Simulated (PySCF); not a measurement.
Molecule: SMILES CCCC. Atoms near the plane z = 0.0 Å, at the GFN2-xTB optimised geometry (x, y, z in Å): C1 (1.3, -1.4, 0.0), C2 (0.8, 0.0, 0.0), C3 (-0.8, 0.0, 0.0), C4 (-1.3, 1.4, 0.0), H5 (2.4, -1.4, 0.0), H6 (1.0, -2.0, 0.9), H7 (1.0, -2.0, -0.9), H8 (1.1, 0.5, -0.9), H9 (1.1, 0.5, 0.9), H10 (-1.1, -0.5, 0.9), H11 (-1.1, -0.5, -0.9), H12 (-1.0, 2.0, 0.9), H13 (-1.0, 2.0, -0.9), H14 (-2.4, 1.4, 0.0).

Level of theory: B3LYP/def2-TZVP in PySCF. Cells within 0.4 Å of a nucleus heavier than hydrogen are left out (blank, or x). The values are rescaled to run from 0 to 1.

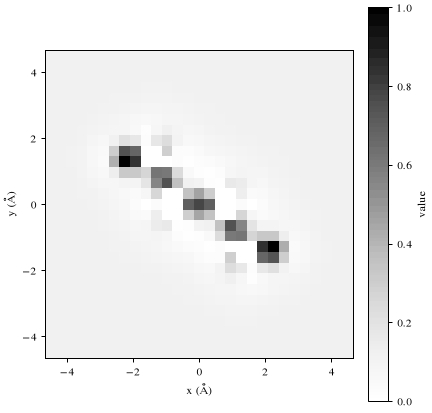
Figure: a field on the plane z = 0.0 Å.

### Question
Which quantity is mapped?
A. electrostatic potential
B. log10 of the electron density
C. an orbital amplitude
D. deformation density (molecule minus spherical neutral atoms)

### Answer
D, deformation density (molecule minus spherical neutral atoms). In full: deformation density (molecule minus spherical neutral atoms) (e/bohr³).
